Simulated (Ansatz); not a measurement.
Consider BeCd₃.

```
CELL_PARAMETERS angstrom
4.25824 0.00000 0.00000
0.00000 4.25824 0.00000
0.00000 0.00000 8.43630
ATOMIC_POSITIONS crystal
Be 0.00000 0.00000 0.00000
Be 0.50000 0.50000 0.50000
Cd 0.00000 0.00000 0.50000
Cd 0.50000 0.50000 0.00000
Cd 0.50000 0.00000 0.25000
Cd 0.00000 0.50000 0.75000
Cd 0.00000 0.50000 0.25000
Cd 0.50000 0.00000 0.75000
```

Space group I4/mmm; started from the TiAl3 (D0_22)_139 prototype, which need not be the ambient phase.

Theory: DFT PBE, scalar-relativistic, plane waves, PAW (Ansatz).

> Predict the valence pseudo-density and electron localisation function between the atoms.

Be–Cd (3.01 Å): the density is about 0.15 e/Å³ at the midpoint; the ELF is about 0.30 at the midpoint (no shared electron pair shows on this line).

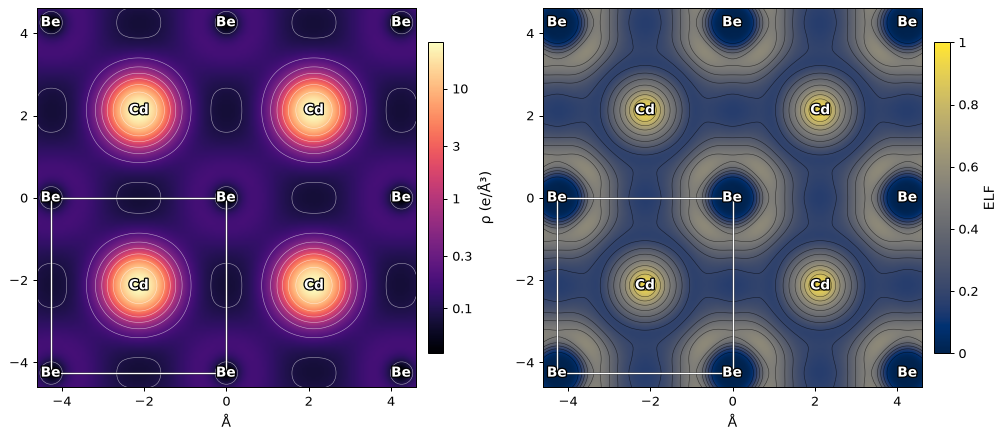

Computed valence pseudo-density and electron localisation function on the (001) plane of the conventional cell, in this order. 

In a PAW calculation such maps are meaningful between the atoms, not at the nuclei.
